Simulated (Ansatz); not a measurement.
# Y4S3N2 (C2/m):V_S (site 2), thermodynamic levels from a 54-atom cell, part 2 of 2

Charge states of V_S (site 2) in Y4S3N2 (C2/m), set against the band edges. Model: a cell of 54 host atoms with 1 S taken out.

Ansatz; place-levels on PBEsol runs: charge-transition levels and formation energies with image-charge correction and potential alignment at the atomic sites.

So far: Starting point; The runs of each charge state.

## Step 3: place-levels, PBEsol

A charged cell interacts with its images and the background, and its potential has another zero than the host's. place-levels removes the first by a point-charge model, screened by the static dielectric constant since the ions have relaxed around the charge, and the second by comparing potentials at atoms far from the defect.

The host is a run of the defect-free crystal in the same cutoffs, grids and k-points, so that basis and sampling errors cancel in part in the differences. Its band edges come from a run of the primitive cell that searches the zone for them. Chemical potentials are energies per atom of S (S12 rings, Pnnm, not the stable S8 form), run with the same functional and cutoff.

The input, levels.point.yaml:

```yaml
host:
  run: host.point.run
  levels_from: { run: edges.point.run }
states: [qm1_M1.point.run, q0.point.run, qp1_M1.point.run, qp2.point.run, q0_M2.point.run]
geometry_from:
  qm1_M1.point.run: qm1_M1.relax.run
  q0.point.run: q0.relax.run
  qp1_M1.point.run: qp1_M1.relax.run
  qp2.point.run: qp2.relax.run
  q0_M2.point.run: q0_M2.relax.run
  host.point.run: host.relax.run
chemical_potentials:
  S:
    energy: -884.879081
    dataset: "<sha256 of the dataset>"
epsilon: [6.75, 7.0, 6.49]
static_epsilon:
  - [14.06, 0.0, 1.03]
  - [0.0, 17.01, 0.0]
  - [1.03, 0.0, 13.95]
vertical:
  - { from: qm1_M1.point.run, to: qm1_M1.point_neutral.run }
  - { from: qp1_M1.point.run, to: qp1_M1.point_neutral.run }
  - { from: qp2.point.run, to: qp2.point_neutral.run }
```

Run with:

```
ansatz place-levels levels.point.yaml -- --threads 4 --pin off --max-ram 7536MiB
```

Numbers of over 12 decimals in the logs are rounded to 6 here.

The log of the run:

```text
[... repeated set-up lines and file paths are left out, and long positions are rounded to six places ...]
(+2/+1) 0.363 eV above the valence edge, 0.904 eV under the conduction edge
(+1/0) 1.050 eV above the valence edge, 0.217 eV under the conduction edge
(0/-1) 1.299 eV above the valence edge (+1.533 eV without the band-filling correction), in the conduction band
formation energy of charge +2: +3.154 eV with the Fermi level at the valence edge
formation energy of charge +1: +3.517 eV with the Fermi level at the valence edge
formation energy of charge 0: +4.566 eV with the Fermi level at the valence edge
formation energy of charge -1: +5.865 eV with the Fermi level at the valence edge
vertical -1 to 0: no energy, since no alignment is typed
  the change from vertical[0].from (qm1_M1.point.run) to vertical[0].to (qm1_M1.point_neutral.run): by its potential at epsilon [6.75, 7, 6.49] it stands at 1.000 1.000 1.000, with an rms radius of about 5.4 Å (2.3 4.6 1.5 Å across the planes of the cell's [...]
vertical +1 to 0: no energy, since no alignment is typed
  the change from vertical[1].from (qp1_M1.point.run) to vertical[1].to (qp1_M1.point_neutral.run): by its potential at epsilon [6.75, 7, 6.49] it stands at 0.500 0.500 1.000, with an rms radius of about 2.4 Å (1.2 1.9 0.9 Å across the planes of the cell's [...]
vertical +2 to 0: no energy, since no alignment is typed
  the change from vertical[2].from (qp2.point.run) to vertical[2].to (qp2.point_neutral.run): by its potential at epsilon [6.75, 7, 6.49] it stands at 0.500 0.500 0.000, with an rms radius of about 3.3 Å (1.9 2.5 1.1 Å across the planes of the cell's [...]
  edges by pbesol of host.levels_from (edges.point.run), its mesh sampled to repeats of 30.33 Å (the valence edge +0.154 eV and the conduction edge -0.183 eV from those of the host's own run), gap 1.266 eV; the host is sampled to repeats of 20.33 Å
  the defect's cells are sampled to repeats of 20.33 Å, like sampling
  charge +2: -110789.8658 eV with its correction of +0.058 eV, at epsilon [[14.06, 0, 1.03], [0, 17.01, 0], [1.03, 0, 13.95]], aligned at sites: -0.2355 eV, mean over 29 atomic sites at or beyond 4.88 Å from the defect at [0.5000, 0.5000, 0.0000], with [...]
  charge +1: -110781.2120 eV with its correction of -0.088 eV, at epsilon [[14.06, 0, 1.03], [0, 17.01, 0], [1.03, 0, 13.95]], aligned at sites: -0.2201 eV, mean over 29 atomic sites at or beyond 4.88 Å from the defect at [0.5000, 0.5000, 0.0000], with [...]
  charge 0: +0.000 eV for its dipole among its images, +0.000 omitted
  charge -1: -110762.0467 eV with its correction of +0.276 eV, at epsilon [[14.06, 0, 1.03], [0, 17.01, 0], [1.03, 0, 13.95]], aligned at sites: -0.1441 eV, mean over 29 atomic sites at or beyond 4.88 Å from the defect at [0.5000, 0.5000, 0.0000], with [...]
  charge 0: states[4] (q0_M2.point.run) stands 0.302 eV higher, with a moment of 2.00 μB against 0.00
  of states[3] (qp2.point.run): it parts from the run at its places by a charge that spreads by about 2.5 Å along one vector (2 Å or more is wide), by its potential at epsilon [6.75, 7, 6.49], taken for that of held ions (one typed too small widens it), where [...]
  of states[2] (qp1_M1.point.run): its displacements don't fall off away from the defect: farther atoms stand 0.025 Å off the host's places. [...]
  of states[0] (qm1_M1.point.run): it parts from the run at its places by a charge that spreads by about 4.6 Å along one vector (2 Å or more is wide), by its potential at epsilon [6.75, 7, 6.49], taken for that of held ions (one typed too small widens it), [...]
  of states[4] (q0_M2.point.run): its displacements don't fall off away from the defect: farther atoms stand 0.026 Å off the host's places. [...]
  of vertical[0].from (qm1_M1.point.run): its displacements don't fall off away from the defect: farther atoms stand 0.02 Å off the host's places. [...]
  of vertical[0].to (qm1_M1.point_neutral.run): its displacements don't fall off away from the defect: farther atoms stand 0.02 Å off the host's places. [...]
  of vertical[1].from (qp1_M1.point.run): its displacements don't fall off away from the defect: farther atoms stand 0.025 Å off the host's places. [...]
  of vertical[1].to (qp1_M1.point_neutral.run): its displacements don't fall off away from the defect: farther atoms stand 0.025 Å off the host's places. [...]
  of vertical[2].from (qp2.point.run): its displacements don't fall off away from the defect: farther atoms stand 0.05 Å off the host's places. [...]
  vertical[2].to (qp2.point_neutral.run): levels filled in part (TS 0.008 eV): its energy is of no whole electron's
  of vertical[2].to (qp2.point_neutral.run): its displacements don't fall off away from the defect: farther atoms stand 0.05 Å off the host's places. [...]
```

Elapsed: 0.54 s, on 4 threads of Arm Neoverse V1, shared host.

Under PBEsol the gap is 1.27 eV, (+2/+1) 0.36, (+1/0) 1.05, (0/−1) 1.30 (outside the gap) (with band filling) eV.

Levels between the charges placed, in eV above the valence top:

|  | gap (eV) | (+2/+1) | (+1/0) | (0/−1) |
| --- | --- | --- | --- | --- |
| PBEsol | 1.27 | 0.36 | 1.05 | 1.30 |

Corrections by state:

| charge | moment (μB) | image terms and alignment (eV) | band filling (eV) | ε used | over the lowest of its charge, as the program ranks them, band filling apart (eV) |
| --- | --- | --- | --- | --- | --- |
| +2 | 0.0 | 0.058 | - | principal values (12.97, 15.04, 17.01) | 0.000 |
| +1 | 1.0 | -0.088 | - | principal values (12.97, 15.04, 17.01) | 0.000 |
| 0 | 0.0 | 0.000 | - | - | 0.000 |
| −1 | 1.0 | 0.276 | -0.235 | principal values (12.97, 15.04, 17.01) | 0.000 |
| 0 | 2.0 | 0.000 | - | - | 0.302 |

The charged structures listed were also run neutral, and place-levels reads from each pair, by the potential or the spins, how wide the charge is by which they differ; that can be the carrier of either run.

| charge | rms radius (Å) | spread where it is widest against the cell (Å) | wide from (Å) | reading |
| --- | --- | --- | --- | --- |
| +2 | 3.3 | 2.50 | 1.97 | wide |
| +1 | 2.4 | 1.91 | 1.97 | narrow |
| −1 | 5.4 | 4.61 | 1.97 | wide |

The neutral runs of these pairs need not share the spin of the lowest neutral state, and very wide values only mean spread over the cell.

From the program's caveats on the states, each cut to its opening words:

- charge +2: it parts from the run at its places by a charge that spreads by about 2.5 Å along one vector (2 Å or more is wide), by its potential at epsilon [6.75, 7, [...]
- charge +2: its sublattices stand up to 0.0286 Å off the host's, which by the two runs' forces adds about +0.03 eV to its energy against the host's, and moves the band [...]
- charge +2: its displacements don't fall off away from the defect: farther atoms stand 0.05 Å off the host's places
- charge +1 (1 μB): its displacements don't fall off away from the defect: farther atoms stand 0.025 Å off the host's places
- charge −1 (1 μB): it parts from the run at its places by a charge that spreads by about 4.6 Å along one vector (2 Å or more is wide), by its potential at epsilon [6.75, 7, [...]
- charge −1 (1 μB): a band-filling correction moves a carrier to the host's band edge, which changes its energy by -0.235 eV
- charge −1 (1 μB): its alignment with the host at atomic sites is doubtful: the mean over the far sites moves by -0.0558 eV from their farther parts to their nearer, more than [...]
- charge −1 (1 μB): its sublattices stand up to 0.0195 Å off the host's, which by the two runs' forces adds about -0.02 eV to its energy against the host's, and moves the band [...]
- charge −1 (1 μB): its displacements don't fall off away from the defect: farther atoms stand 0.02 Å off the host's places
- charge 0 (2 μB): its displacements don't fall off away from the defect: farther atoms stand 0.026 Å off the host's places
- charge 0 (2 μB): its moments are held at its close (magnetization.spin_locking), by a field of 0.018 eV a Bohr magneton, and its energy and levels are of the state that this [...]

Chemical potentials of the elements' reference phases, run alike. Formation energy by charge state (elemental references; gap 1.27 eV):

| charge | at valence top (eV) | at conduction bottom (eV) | correction included (eV) |
| --- | --- | --- | --- |
| +2 | 3.15 | 5.69 | 0.06 |
| +1 | 3.52 | 4.78 | -0.09 |
| 0 | 4.57 | 4.57 | 0.00 |
| −1 | 5.86 | 4.60 | 0.04 |

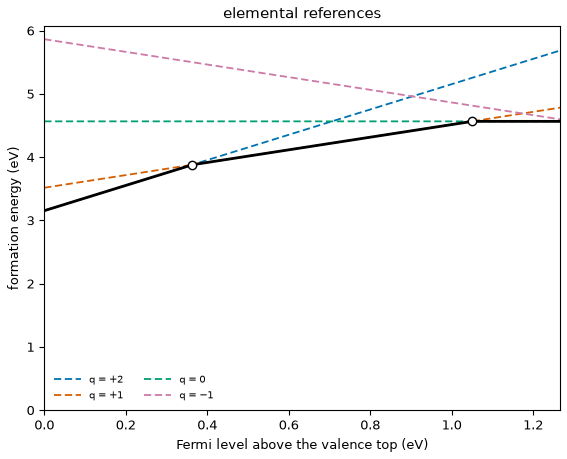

Formation energy against Fermi level; the thick line follows the lowest charge state and circles mark the transition levels.

The charge transition levels (eV, zero at the valence-band top of the host):

|  | conduction bottom | valence top |
| --- | --- | --- |
| V_S2 | 1.27 | 0.00 |

|  | level | energy (eV) |
| --- | --- | --- |
| V_S2 | (+2/+1) | 0.36 |
| V_S2 | (+1/0) | 1.05 |
| V_S2 | (0/−1) | 1.30 |

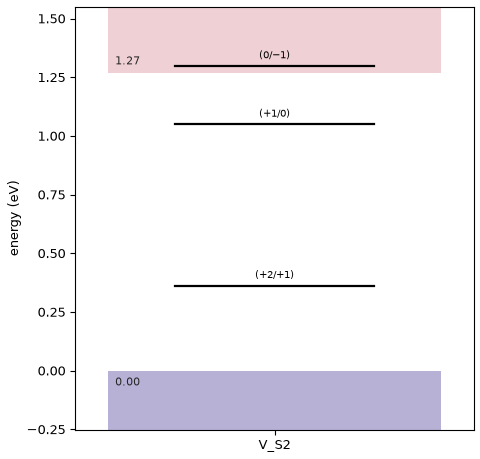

Charge transition levels. Shaded: valence and conduction bands.

## Step 4: The same at the relaxations' own k-points

The relaxations' own energies give the levels at their sampling, for comparison.

The input, levels.relax_mesh.yaml:

```yaml
host:
  run: host.relax.run
  levels_from: { run: edges.relax.run }
states: [qm1_M1.relax.run, q0.relax.run, qp1_M1.relax.run, qp2.relax.run, q0_M2.relax.run]
chemical_potentials:
  S:
    energy: -884.879081
    dataset: "<sha256 of the dataset>"
```

Run with:

```
ansatz place-levels levels.relax_mesh.yaml -- --threads 4 --pin off --max-ram 7536MiB
```

The log of the run:

```text
(+2/+1) 0.383 eV above the valence edge, 0.883 eV under the conduction edge
(+1/0) 1.062 eV above the valence edge, 0.204 eV under the conduction edge
[...]
formation energy of charge +2: +3.088 eV with the Fermi level at the valence edge
formation energy of charge +1: +3.472 eV with the Fermi level at the valence edge
formation energy of charge 0: +4.534 eV with the Fermi level at the valence edge
formation energy of charge -1: +5.843 eV with the Fermi level at the valence edge
  edges by pbesol of host.levels_from (edges.relax.run), its mesh sampled to repeats of 30.33 Å (the valence edge +0.154 eV and the conduction edge -0.214 eV from those of the host's own run), gap 1.266 eV; the host is sampled to repeats of 14.99 Å
[... the lines on each state left out ...]
```

It took 0.2 s on 4 threads.

Levels between neighbouring charges, in eV above the valence top:

|  | gap (eV) | (+2/+1) | (+1/0) | (0/−1) |
| --- | --- | --- | --- | --- |
| one point at (¼, ¼, ¼) | 1.27 | 0.38 | 1.06 | 1.31 |
| a 2×2×2 shifted mesh | 1.27 | 0.36 | 1.05 | 1.30 |

Going from one point at (¼, ¼, ¼) to a 2×2×2 shifted mesh moves the levels that carry no band-filling term by up to 0.02 eV and formation energies against the elements by up to 0.07 eV; band-filling terms, which differ between samplings, are in these energies.

## Step 5: Placing the levels, r2SCAN

r2SCAN on the same structure is run to see how far the result rests on the functional, though not on the errors that semilocal functionals share; the sampling changes too, to one point at (¼, ¼, ¼), so differences hold both changes.

The input, qm1_M1.r2scan/input.yaml:

```yaml
crystal:
  checkpoint: "../qm1_M1.relax.run"
  host: checkpoint
total_charge: -1
basis:
  ecutwfc: 500
  xc_grid: 2
hamiltonian:
  xc: r2scan
kpoints:
  mp_grid: { grid: [1, 1, 1], shift: [0.25, 0.25, 0.25] }
magnetization:
  spin_polarized: true
  initial_magnetization: 1
  spin_locking: { lock_magnetization: hard }
scf:
  occupations: { method: fermi_dirac, width: 0.01 }
  max_iter: 80
output:
  forces: true
  eigenvalues: true
  charged_corrections:
    epsilon: [6.75, 7.0, 6.49]
    static_epsilon: [[14.06, 0.0, 1.03], [0.0, 17.01, 0.0], [1.03, 0.0, 13.95]]
    defect_position: [0.5, 0.5, 0.0]
  eigenstates: { localisation: true }
  populations: true
  efg: {}
  band_densities: [{ bands: [v1, v1] }, { bands: [c1, c1] }]
  write_density: true
  write_potential: true
  volumetric_format: npy
  elf: true
checkpoint:
  write: "../qm1_M1.r2scan.run"
  compress: false
  write_wavefunctions: false
  write_every: 100000
```

Run time: 3 min. Hardware: 4 threads; peak memory 4.4 GiB; 12 min of CPU time.

The input, levels.r2scan.yaml:

```yaml
host:
  run: host.r2scan.run
  levels_from: { run: edges.r2scan.run }
states: [qm1_M1.r2scan.run, q0.r2scan.run, qp1_M1.r2scan.run, qp2.r2scan.run, q0_M2.r2scan.run]
geometry_from:
  qm1_M1.r2scan.run: qm1_M1.relax.run
  q0.r2scan.run: q0.relax.run
  qp1_M1.r2scan.run: qp1_M1.relax.run
  qp2.r2scan.run: qp2.relax.run
  q0_M2.r2scan.run: q0_M2.relax.run
  host.r2scan.run: host.relax.run
chemical_potentials:
  S:
    energy: -905.805179
    dataset: "<sha256 of the dataset>"
```

Run with:

```
ansatz place-levels levels.r2scan.yaml -- --threads 4 --pin off --max-ram 7536MiB
```

The log of the run:

```text
(+2/+1) 0.413 eV above the valence edge, 1.219 eV under the conduction edge
(+1/0) 1.283 eV above the valence edge, 0.349 eV under the conduction edge
[...]
formation energy of charge +2: +3.189 eV with the Fermi level at the valence edge
formation energy of charge +1: +3.602 eV with the Fermi level at the valence edge
formation energy of charge 0: +4.885 eV with the Fermi level at the valence edge
formation energy of charge -1: +6.579 eV with the Fermi level at the valence edge
  edges by r2scan of host.levels_from (edges.r2scan.run), its mesh sampled to repeats of 30.33 Å (the valence edge +0.149 eV and the conduction edge -0.216 eV from those of the host's own run), gap 1.632 eV; the host is sampled to repeats of 14.99 Å
[... the lines on each state left out ...]
```

Elapsed: 0.34 s, on 4 threads.

Under r2SCAN the gap is 1.63 eV, (+2/+1) 0.41, (+1/0) 1.28, (0/−1) 1.69 (outside the gap) (with band filling) eV.

## Step 6: Another choice

In this try the input is made faulty on purpose, to show what that does.

Another version of the file is tried.

levels.try0.yaml is levels.point.yaml with these lines changed:

```diff
+defect_position:
+  qm1_M1.point.run: [0.62, 0.62, 0.12]
+  qp1_M1.point.run: [0.0, 0.0, 0.5]
+  qp2.point.run: [0.0, 0.0, 0.5]
```

Run with:

```
ansatz place-levels levels.try0.yaml -- --threads 4 --pin off --max-ram 7536MiB
```

The log of the run:

```text
Error: states: the alignment at the far atoms does not stand for every charged run (states[2] (qp1_M1.point.run): no potential alignment: what the cell's atoms and the host's sites leave over but for strayed atoms and the sites that these left (strays [...]
```

The change: the charge placed away from the defect.

The command refused this file.

## Step 7: The ladder

Levels between neighbouring charges, in eV above each run's own valence top:

|  | gap (eV) | (+2/+1) | (+1/0) | (0/−1) | CPU time a state at this stage (restarts are quicker than cold starts) |
| --- | --- | --- | --- | --- | --- |
| PBEsol, 2×2×2 shifted mesh | 1.27 | 0.36 | 1.05 | 1.30 | 11 min |
| r2SCAN on PBEsol structures, (¼, ¼, ¼) | 1.63 | 0.41 | 1.28 | 1.69 | 8.3 min |

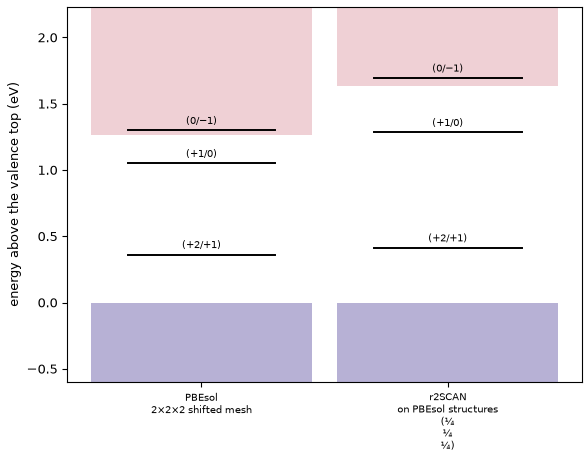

Levels between stable charges at each rung, each against its own band edges (shaded).

## Step 8: Summary of results

```
gap of the host                                                             : 1.27 eV (PBEsol)
level (plus 2/plus 1)                                                       : 0.36 eV above the valence top
level (plus 1/0)                                                            : 1.05 eV above the valence top
level (0/minus 1)                                                           : 1.30 eV above the valence top, past the conduction bottom (1.53 eV above the valence top without the band-filling term)
lowest of the charges placed, just above the valence top (0.02 eV)          : +2
lowest of the charges placed, just below the conduction bottom (0.02 eV)    : 0
lowest formation energy at mid-gap of the charges run, elemental references : 4.15 eV
```

What this shows: Of the charges placed (−1, 0, +1 and +2), the lowest changes at 0.36 eV (+2/+1) and 1.05 eV (+1/0) above the valence top, in a gap of 1.27 eV. Charges above +2 were not placed, so these runs say nothing of levels that involve them. States placed: +2 at 0 μB; +1 at 1 μB; 0 at 0 μB and 2 μB; −1 at 1 μB. Other spin states or structures, where not listed, weren't placed. The program finds carriers beyond a band edge of the host and adds a band-filling term at charge −1 (-0.23 eV); steps to such a charge show no bound level, and a defect level inside a band would be read the same way. Going from one point at (¼, ¼, ¼) to a 2×2×2 shifted mesh moves the levels that carry no band-filling term by up to 0.02 eV and formation energies against the elements by up to 0.07 eV; band-filling terms, which differ between samplings, are in these energies. The program doubts the alignment of potentials for at least one state, a sign that the cell is small. Limits: PBEsol makes the gap too small and tends to spread out bound carriers; where a gas molecule sets a chemical potential or the host's formation energy, its binding is uncorrected.

[Logs are printed without paths, hosts, clocks, repeated set-up lines and the standing remarks that a program may print on its own settings, such as how far it seeks lower states.]

[Hosts, paths, dates, database ids (printed as entryN), source tags and the programs' standing remarks are cut or masked in the printed files.]

[Where a table of states has a column of steps, it counts the stored structures, which are thinned; the runs took as many ionic steps or more.]

[A defect's name tells the site on which it was built; relaxed atoms can leave that site.]

[For some hosts the program warned that the k-mesh of the response run may be too coarse for force constants and the static dielectric constant; such warnings are not shown here.]
